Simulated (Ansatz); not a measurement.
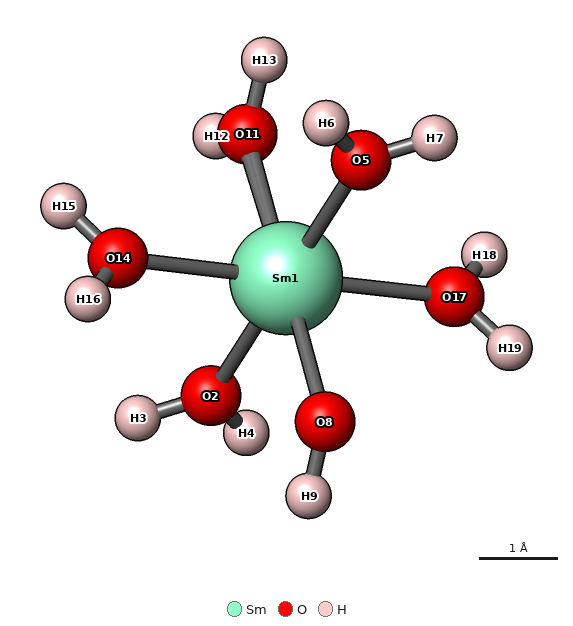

Fig. 1: The input geometry (ball-and-stick view, seen at a tilt; atoms are numbered from 1 in the order of the input). Sticks mark near contacts. Bond lengths as drawn: H–O 0.07 to 0.99 Å, H–Sm 2.40 Å and O–Sm 2.40 to 2.42 Å.

**Single-point calculation, with input and output: SmH12O6 (charge +4)**

- system: SmH12O6, charge +4
- method: RKS wPBEh/def2-mTZVP (Ansatz 0.2.0)

Some settings of this run were made unusual or wrong on purpose. The geometry comes from this level: PBE-D4/def2-SVP. Figures and captions count atoms from 1; the log counts them from 0 in places.

### Input
```yaml
crystal:
  periodic: [false, false, false]
  atoms:
    - {symbol: Sm, position_ang: [0.004184, 0.001278, 0.004105]}
    - {symbol: O, position_ang: [0.172030, 0.194996, 2.394878]}
    - {symbol: H, position_ang: [0.141528, 1.015847, 2.941463]}
    - {symbol: H, position_ang: [0.292558, -0.526666, 3.056830]}
    - {symbol: O, position_ang: [-0.170769, -0.195349, -2.385542]}
    - {symbol: H, position_ang: [-0.288900, 0.526156, -3.047870]}
    - {symbol: H, position_ang: [-0.136637, -1.016565, -2.930872]}
    - {symbol: O, position_ang: [2.390686, 0.162372, -0.186839]}
    - {symbol: H, position_ang: [3.048680, 0.297297, 0.535289]}
    - {symbol: H, position_ang: [-2.383132, -0.110350, 0.237157]}
    - {symbol: O, position_ang: [-2.383132, -0.160350, 0.187157]}
    - {symbol: H, position_ang: [-2.928616, -0.174226, 1.008483]}
    - {symbol: H, position_ang: [-3.037258, -0.299278, -0.537614]}
    - {symbol: O, position_ang: [-0.179784, 2.409452, -0.184230]}
    - {symbol: H, position_ang: [-1.001505, 2.957085, -0.175566]}
    - {symbol: H, position_ang: [0.541850, 3.073679, -0.297191]}
    - {symbol: O, position_ang: [0.171229, -2.408948, 0.183999]}
    - {symbol: H, position_ang: [-0.556431, -3.069027, 0.282302]}
    - {symbol: H, position_ang: [0.987703, -2.964325, 0.161649]}
basis:
  gaussian: {orbitals: def2-mTZVP, fitting: {mean_field: def2-universal-jkfit}}
total_charge: 4
hamiltonian: {xc: {name: wPBEh}}
output: {forces: true}
```

Hardware: 4 threads of Intel Xeon, 180 GiB of memory available, shared host.

Command:
```bash
ansatz run in.yaml --threads 4 --pin off --events-out ev --progress --plain --max-ram 9574MiB
```

### The program's output
```
Functional definition: wPBEh
  name "wPBEh"
  cite "Heyd, Scuseria & Ernzerhof, J. Chem. Phys. 118, 8207 (2003) doi:10.1063/1.1564060"
  cite "Krukau, Vydrov, Izmaylov & Scuseria, J. Chem. Phys. 125, 224106 (2006) doi:10.1063/1.2404663"
  cite "Heyd & Scuseria, J. Chem. Phys. 120, 7274 (2004) doi:10.1063/1.1668634"
  cite "Ernzerhof & Perdew, J. Chem. Phys. 109, 3313 (1998) doi:10.1063/1.476928"
  cite "Perdew, Burke & Ernzerhof, Phys. Rev. Lett. 77, 3865 (1996) doi:10.1103/PhysRevLett.77.3865"
  parent pbe
  parameter a = 0.25
  parameter omega = 0.11/bohr
  exchange = wpbe_x - a*pbe_x_sr(omega) + a*exact_x_sr(omega)
  correlation = pbe_c
basis functions trapped inside cores are left out: 1
1116 factors; integrals over basis functions are off by at most 7.0e0 eV
1116 factors; integrals over basis functions are off by at most 1.9e-7 eV
mean field evaluation 1: about -29081.8583 eV, gradient 2.7e2 eV
mean field evaluation 2: about -26838.2648 eV, gradient 1.4e3 eV
mean field evaluation 4: about -29149.3910 eV, gradient 1.7e2 eV
mean field evaluation 8: about -29192.2481 eV, gradient 2.4e1 eV
mean field evaluation 16: about -29193.0321 eV, gradient 6.2e-1 eV
mean field evaluation 32: about -29192.8131 eV, gradient 4.7e-2 eV
mean field evaluation 64: about -29192.8910 eV, gradient 2.3e-5 eV
mean field evaluation 96: about -29192.8567 eV, gradient 1.1e0 eV
mean field evaluation 128: about -29192.6979 eV, gradient 5.6e0 eV
mean field evaluation 160: about -29192.8550 eV, gradient 1.9e0 eV
mean field -29192.89097357 eV, -1072.8189556264 hartree, gradient 8.2e-6 eV, S^2 0.000000; 10 other end points of the search recorded, 0 dependent functions left out
the calculation of the forces begins
reference -29192.89102752 eV, -1072.8189576092 hartree; 45, 45 occupied and 203, 203 virtual orbitals, 1116 factors
Total energy: -29192.89102752 eV, -1072.8189576092 hartree
Atom 0 at     0.004184     0.001278     0.004105 Å, force     5.041858     0.249122    -1.075770 eV/Å
Atom 1 at     0.172030     0.194996     2.394878 Å, force    -0.279763    -0.051397    -0.029848 eV/Å
Atom 2 at     0.141528     1.015847     2.941463 Å, force     0.161560    -0.159771    -0.086245 eV/Å
Atom 3 at     0.292558    -0.526666     3.056830 Å, force     0.103552     0.153635    -0.113468 eV/Å
Atom 4 at    -0.170769    -0.195349    -2.385542 Å, force    -0.507537     0.009981     0.140164 eV/Å
Atom 5 at    -0.288900     0.526156    -3.047870 Å, force     0.197203    -0.212381     0.165790 eV/Å
Atom 6 at    -0.136637    -1.016565    -2.930872 Å, force     0.135752     0.264502     0.129360 eV/Å
Atom 7 at     2.390686     0.162372    -0.186839 Å, force    -2.214088    -0.116987     0.796776 eV/Å
Atom 8 at     3.048680     0.297297     0.535289 Å, force     0.803548     0.065680    -0.200761 eV/Å
Atom 9 at    -2.383132    -0.110350     0.237157 Å, force     4.816363 14781.809333 14757.141296 eV/Å
Atom 10 at    -2.383132    -0.160350     0.187157 Å, force    -7.767313 -14781.366865 -14757.435888 eV/Å
Atom 11 at    -2.928616    -0.174226     1.008483 Å, force    -0.629254    -0.832946     0.873547 eV/Å
Atom 12 at    -3.037258    -0.299278    -0.537614 Å, force     0.235580     0.191513    -0.313177 eV/Å
Atom 13 at    -0.179784     2.409452    -0.184230 Å, force    -0.437816    -0.124464     0.121065 eV/Å
Atom 14 at    -1.001505     2.957085    -0.175566 Å, force     0.528610     0.000592    -0.024365 eV/Å
Atom 15 at     0.541850     3.073679    -0.297191 Å, force    -0.121716    -0.209172    -0.023278 eV/Å
Atom 16 at     0.171229    -2.408948     0.183999 Å, force    -0.399965     0.057590     0.018878 eV/Å
Atom 17 at    -0.556431    -3.069027     0.282302 Å, force     0.502363     0.086327    -0.023902 eV/Å
Atom 18 at     0.987703    -2.964325     0.161649 Å, force    -0.168939     0.185710    -0.060174 eV/Å
Dipole moment:    -2.103755    -0.119248     0.533030 e Å
```

### Outcome

- outcome: converged
- total energy: −29192.8910 eV
- SCF solution under orbital rotations: stable
- largest force (length of the vector): 20887.200 eV/Å
- wall time: 3.5 min (CPU time 13 min)
- peak memory: 1.4 GiB

A setting was made wrong on purpose: two atoms are placed far too close. The run converged all the same; its numbers are those of the faulty input and shouldn't be used.
